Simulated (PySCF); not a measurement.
| atom | x (Å) | y (Å) | z (Å) |
| --- | --- | --- | --- |
| Cl | 3.0741 | -0.8900 | -2.1567 |
| Si | 2.7280 | -0.4737 | -0.2174 |
| C | 1.5441 | 1.0129 | -0.0959 |
| Si | -0.0702 | 0.9582 | -1.0986 |
| C | -1.1555 | -0.4699 | -0.4872 |
| Cl | -0.5042 | -2.0514 | -0.9608 |
| C | -1.8707 | -0.4256 | 0.8294 |
| C | -2.6498 | -0.3752 | -0.4458 |
| H | 2.1897 | -1.6560 | 0.4436 |
| H | 4.0131 | -0.1127 | 0.3863 |
| H | 1.3031 | 1.1628 | 0.9564 |
| H | 2.0841 | 1.9069 | -0.4094 |
| H | -0.8314 | 2.1931 | -0.8566 |
| H | 0.1594 | 0.7697 | -2.5300 |
| H | -1.9182 | -1.3302 | 1.4168 |
| H | -1.7804 | 0.4759 | 1.4176 |
| H | -3.1010 | 0.5587 | -0.7457 |
| H | -3.2229 | -1.2471 | -0.7225 |

Geometry: GFN2-xTB.

The calculation used PySCF 2.14.0, PBE0/pcSseg-1, SCF density, gas phase, non-relativistic.

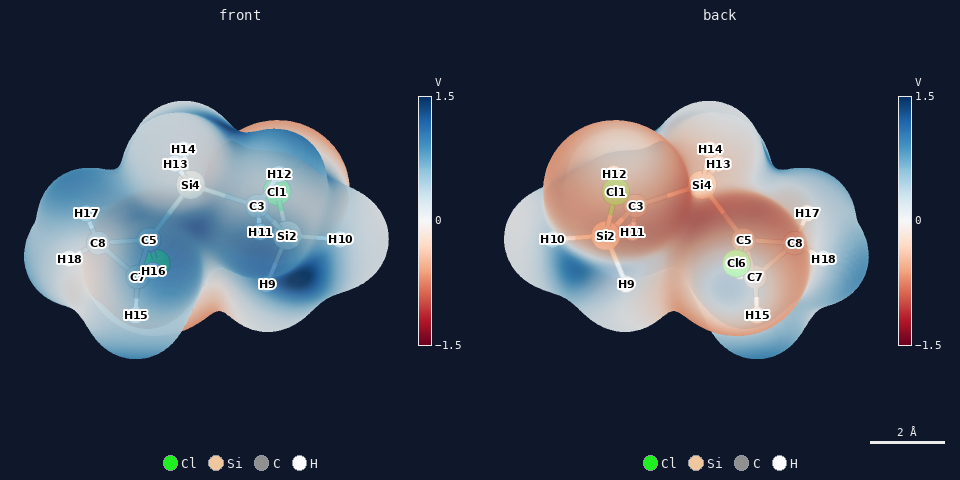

C₄H₁₀Cl₂Si₂ (SMILES Cl[SiH2]C[SiH2]C1(Cl)CC1). The molecular electrostatic potential painted on the density surface at 0.002 e/bohr³, seen from the front and from behind; red is negative and blue positive.

Question: Where is the surface potential most negative and most positive?

Answer: The most negative region (about −0.9 V) lies over Cl1 and Cl6, the most positive (about +1.4 V) over Si2 and Si4. Cl6 shows a σ-hole: about +0.2 V at the tip opposite its bond, against about −0.6 V on its flanks.
